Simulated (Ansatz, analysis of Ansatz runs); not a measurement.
# Migration in Zn3SbN3 (Cm): H transfer from N to N, charge +1, part 2 of 5

Aim: the barrier of one jump in Zn3SbN3 (Cm) at charge +1: H transfer from N to N. The model is a cell of 56 host atoms with 1 H put in; H is the atom that moves.

Ansatz 0.2.0; plane-wave PAW DFT, PBEsol; nudged elastic band between two relaxed defect structures at fixed charge in a uniform background.

So far: Set-up; Relaxation of the start point, charge +1.

## 3. Relaxation of the end point, charge +1

Level of this step: plane-wave PAW DFT, PBEsol; relaxation of all atoms of a defect supercell at fixed charge in a uniform background (Ansatz).

The end point is relaxed in the same cell and settings, so that the two energies compare. Atoms more than 3.2 Å from the middle of the hop start where the first relaxation left them, the nearer ones on or close to their ideal places, with small random displacements.

Contents of qp1.end/input.yaml:

```yaml
crystal:
  lattice:
    - [6.75971426, -6.53433939, 0.00612541]
    - [6.75971426, 6.53433939, 0.00612541]
    - [-6.39637934, 0.0, 9.04065438]
  atoms:
    - { symbol: Zn, position: [0.17738352, 0.17950508, 0.44189179] }
    - { symbol: Zn, position: [0.34319894, 0.12155238, 0.24001245] }
    - { symbol: Zn, position: [0.12155238, 0.34319894, 0.24001245] }
    - { symbol: Sb, position: [0.46963901, 0.46963901, 0.50000293] }
    - { symbol: "N", position: [0.0258174, 0.29397815, 0.34979426] }
    - { symbol: "N", position: [0.29119428, 0.02645144, 0.35299817] }
    - { symbol: "N", position: [0.15126316, 0.15126316, 0.09434241] }
    - { symbol: Zn, position: [0.17744441, 0.1786822, 0.93933691] }
    - { symbol: Zn, position: [0.34038706, 0.12198757, 0.73956848] }
    - { symbol: Zn, position: [0.12127016, 0.34445959, 0.743494] }
    - { symbol: Sb, position: [0.47107281, 0.47111011, 0.99980685] }
    - { symbol: "N", position: [0.02702676, 0.29413123, 0.85085646] }
    - { symbol: "N", position: [0.29379743, 0.02922291, 0.85048507] }
    - { symbol: "N", position: [0.15103077, 0.15604016, 0.59644386] }
    - { symbol: Zn, position: [0.17872698, 0.68048609, 0.44276365] }
    - { symbol: Zn, position: [0.34319894, 0.62155238, 0.24001245] }
    - { symbol: Zn, position: [0.12047488, 0.84157686, 0.24168125] }
    - { symbol: Sb, position: [0.47211915, 0.97195221, 0.50288976] }
    - { symbol: "N", position: [0.03113162, 0.79839736, 0.35569125] }
    - { symbol: "N", position: [0.29398648, 0.52893677, 0.34957044] }
    - { symbol: "N", position: [0.15089326, 0.65201678, 0.09636798] }
    - { symbol: Zn, position: [0.17740142, 0.67890293, 0.94302314] }
    - { symbol: Zn, position: [0.34342311, 0.62256228, 0.74414715] }
    - { symbol: Zn, position: [0.1225868, 0.84254586, 0.74260779] }
    - { symbol: Sb, position: [0.47008139, 0.97069374, 1.00018403] }
    - { symbol: "N", position: [0.02772197, 0.79215036, 0.85013115] }
    - { symbol: "N", position: [0.29314382, 0.52986542, 0.85258895] }
    - { symbol: "N", position: [0.15542735, 0.6531822, 0.59740963] }
    - { symbol: Zn, position: [0.68011802, 0.17768131, 0.43624495] }
    - { symbol: Zn, position: [0.84953636, 0.10946816, 0.237107] }
    - { symbol: Zn, position: [0.62155238, 0.34319894, 0.24001245] }
    - { symbol: Sb, position: [0.9754506, 0.47173232, 0.50658879] }
    - { symbol: "N", position: [0.52893677, 0.29398648, 0.34957044] }
    - { symbol: "N", position: [0.79318716, 0.02633535, 0.34800488] }
    - { symbol: "N", position: [0.6614804, 0.139405, 0.0838475] }
    - { symbol: Zn, position: [0.67526231, 0.1706846, 0.92384283] }
    - { symbol: Zn, position: [0.84256076, 0.12022185, 0.73429506] }
    - { symbol: Zn, position: [0.62186305, 0.34250164, 0.73868756] }
    - { symbol: Sb, position: [0.96879275, 0.46967162, 1.00151798] }
    - { symbol: "N", position: [0.52631258, 0.29349749, 0.84662305] }
    - { symbol: "N", position: [0.79332152, 0.02233604, 0.84073816] }
    - { symbol: "N", position: [0.65154782, 0.15445517, 0.5907102] }
    - { symbol: Zn, position: [0.67849326, 0.67849326, 0.44043488] }
    - { symbol: Zn, position: [0.84534299, 0.63189564, 0.24100872] }
    - { symbol: Zn, position: [0.61980152, 0.8418101, 0.24099307] }
    - { symbol: Sb, position: [0.97045251, 0.97404911, 0.50424594] }
    - { symbol: "N", position: [0.52670658, 0.79294967, 0.35024341] }
    - { symbol: "N", position: [0.80298117, 0.54093922, 0.35900001] }
    - { symbol: "N", position: [0.65238083, 0.65436682, 0.09418876] }
    - { symbol: Zn, position: [0.6798793, 0.6803063, 0.94053629] }
    - { symbol: Zn, position: [0.84232652, 0.62002145, 0.74072278] }
    - { symbol: Zn, position: [0.61945889, 0.84036938, 0.73800486] }
    - { symbol: Sb, position: [0.96733526, 0.97019022, 0.99749028] }
    - { symbol: "N", position: [0.52796349, 0.7940136, 0.85001536] }
    - { symbol: "N", position: [0.79330461, 0.52804359, 0.85066578] }
    - { symbol: "N", position: [0.65126316, 0.65126316, 0.59434241] }
    - { symbol: H, position: [0.372911, 0.450541, 0.350058] }
total_charge: 1
basis:
  ecutwfc: 420
  xc_grid: 2
hamiltonian:
  xc: pbesol
kpoints:
  mp_grid: { grid: [1, 1, 1], shift: [0.25, 0.25, 0.25] }
scf:
  occupations: { method: fixed }
  max_iter: 120
output:
  forces: true
relax:
  f_tol: 0.02
  max_steps: 70
  random_displacement: { amplitude: 0.01, seed: 5154 }
```

Started as:

```sh
ansatz run input.yaml --threads 32 --pin off --max-ram 84787MiB --backend cuda --events-out ev --progress --plain --runs-dir out --max-vram 78GiB
```

Numbers of over 12 decimals in the logs are rounded to 6 here.

The program printed:

```text
[...]
Crystal: 57 atoms, lattice volume = 799.168 Å³
Basis set: ecut = 420 eV, 15649 PW (Γ), exchange–correlation on 128×128×150 points (8 copies of the dense FFT grid, shifted against one another)
Bands: 321, of which v1, the nominal top of the filled ones, is band 264 counted from 1 (263 counted from 0)
Symmetry: 1 space group operations
k-points: 1
[...]
SCF iter   1: F=—  HF=-139108.135768 eV  |F-HF|=—  |Δ(HF+E_count)|=         —  Δρ=1.21e-2  dr2=1.30e0  ethr=1.77e-3  ⟨swp⟩=5.0  Hψ=1074  notcnv=0  defer=55
[...]
SCF iter   2: F=—  HF=-139107.815401 eV  |F-HF|=—  |Δ(HF+E_count)|=   3.20e-1  Δρ=2.77e-3  dr2=8.87e-2  ethr=2.47e-4  ⟨swp⟩=2.0  Hψ=578  notcnv=0  defer=55
[...]
SCF iter   8: F=-139107.784121 eV  HF=-139107.784127 eV  |F-HF|=5.46e-6  |Δ(HF+E_count)|=   1.63e-5  Δρ=2.99e-5  dr2=7.88e-6  ethr=1.89e-9  ⟨swp⟩=4.0  Hψ=1068  notcnv=0
SCF 1 converged in 8 iterations: F = -139107.784121 eV  dr2 = 7.88e-6
[...]
- { symbol: Zn, position: [0.178625, 0.678854, 0.438062] }
    - { symbol: Zn, position: [0.350580, 0.680231, 0.207623] }
[...]
- { symbol: Sb, position: [0.472611, 0.973872, 0.507904] }
    - { symbol: N, position: [0.027282, 0.791765, 0.349577] }
    - { symbol: N, position: [0.288498, 0.513624, 0.358285] }
[...]
- { symbol: Sb, position: [0.470586, 0.967355, 1.002985] }
[...]
- { symbol: Sb, position: [0.972809, 0.470686, 0.504395] }
[...]
- { symbol: Sb, position: [0.971471, 0.468607, 1.001596] }
[...]
- { symbol: Zn, position: [0.632869, 0.843813, 0.242386] }
    - { symbol: Sb, position: [0.974928, 0.968974, 0.505754] }
[...]
- { symbol: N, position: [0.655354, 0.650871, 0.095576] }
    - { symbol: Zn, position: [0.681165, 0.678391, 0.941883] }
    - { symbol: Zn, position: [0.841299, 0.618034, 0.739421] }
    - { symbol: Zn, position: [0.620915, 0.840868, 0.742191] }
    - { symbol: Sb, position: [0.971097, 0.965880, 0.999053] }
    - { symbol: N, position: [0.528882, 0.791815, 0.852077] }
    - { symbol: N, position: [0.794829, 0.526428, 0.851322] }
    - { symbol: N, position: [0.648460, 0.648818, 0.595508] }
    - { symbol: H, position: [0.333994, 0.510269, 0.286659] }
```

Run time: 8.4 s. Hardware: 1 × NVIDIA GB200 with 32 threads of Arm Neoverse V2, shared host; peak memory 1.3 GiB; 37 s of CPU time.

Step by step:

```
step  energy less that of the first step (eV)  largest force component (eV/Å)
   1                                   0.0000                         10.7198
   2                                  -2.5132                          3.0507
   3                                  -3.1321                          1.1286
   4                                  -3.3783                          0.7793
   5                                  -3.5480                          0.4776
   6                                  -3.6002                          0.8330
   7                                  -3.6506                          0.2525
   8                                  -3.7165                          0.2490
   9                                  -3.7229                          1.2088
  10                                  -3.7732                          0.2741
  11                                  -3.7781                          0.2129
  12                                  -3.7961                          0.0906
  13                                  -3.7959                          0.0683
  14                                  -3.7970                          0.0059
```

Relaxation step 13 was tried and not accepted.

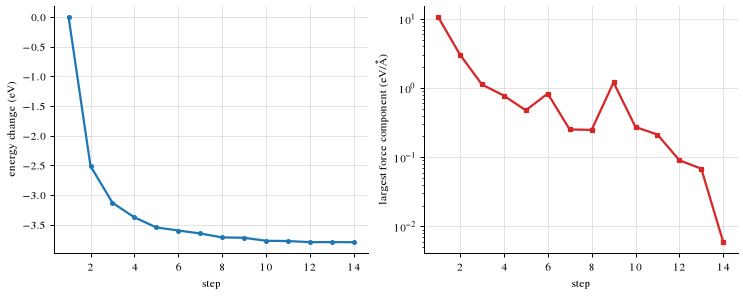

Energy and largest force along the relaxation.

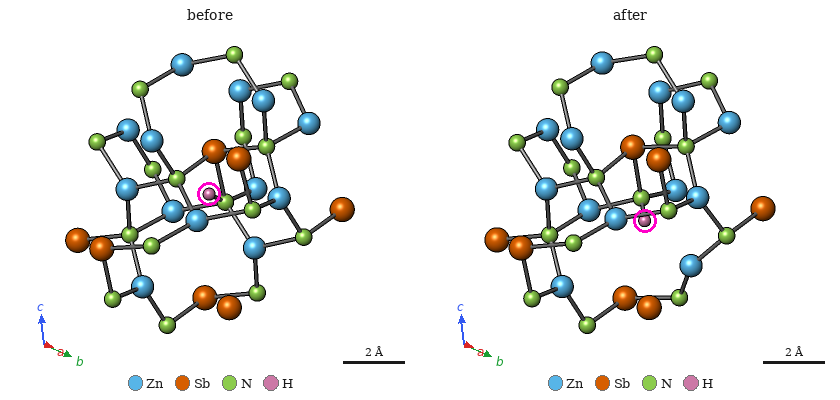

Before and after: the atoms that start within 5 Å of the centre. H57, which moves most, is ringed if it is among them. Bonds to atoms that aren't drawn are left out.

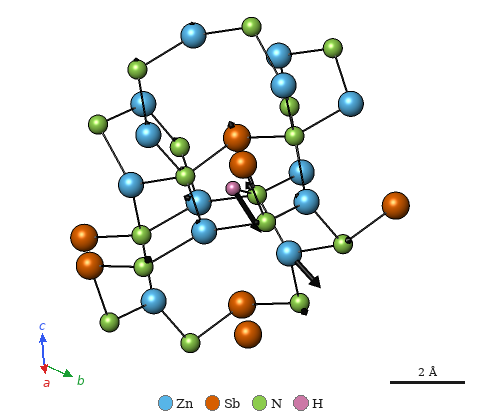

Displacements in the relaxation from the typed sites near the centre, exaggerated; the longest in the cell stands for 1.02 Å. Bonds to atoms that aren't drawn are left out.

The atoms that moved most (Å, from the sites as typed, ahead of the random displacement):

| atom | dx | dy | dz | length |
| --- | --- | --- | --- | --- |
| H57 | 0.547 | 0.644 | -0.574 | 1.022 |
| Zn16 | 0.655 | 0.334 | -0.293 | 0.792 |
| N20 | -0.195 | -0.065 | 0.078 | 0.220 |
| Zn36 | -0.065 | 0.004 | 0.186 | 0.197 |
| N35 | -0.078 | 0.120 | 0.126 | 0.191 |
| N21 | 0.054 | 0.122 | -0.101 | 0.167 |
| Zn22 | 0.040 | 0.004 | -0.161 | 0.166 |
| Sb4 | -0.076 | -0.096 | 0.112 | 0.166 |

Neighbours of H57 at the end:

```csv
atom,distance (Å)
N20,1.036
Zn16,2.153
Zn3,2.468
Sb4,2.523
Zn15,2.670
N33,2.830
N47,3.027
Zn43,3.040
N21,3.056
```

Numbers from this step:

* free energy: -139111.5811 eV
* r.m.s. move of the farther half of the atoms: 0.05621 Å
* largest move from the ideal geometry of this structure, a common shift of the far atoms taken out: 1.046 Å

The relaxation gained 3.797 eV and ended with a largest force component of 0.0059 eV/Å. The end lies within 1 meV of the start.

(Continued in part 3 of 5.)

[Logs are printed without paths, hosts, clocks, repeated set-up lines and the standing remarks that a program may print on its own settings, such as how far it seeks lower states.]

[Hosts, paths, dates, database ids (printed as entryN), source tags and the programs' standing remarks are cut or masked in the printed files.]
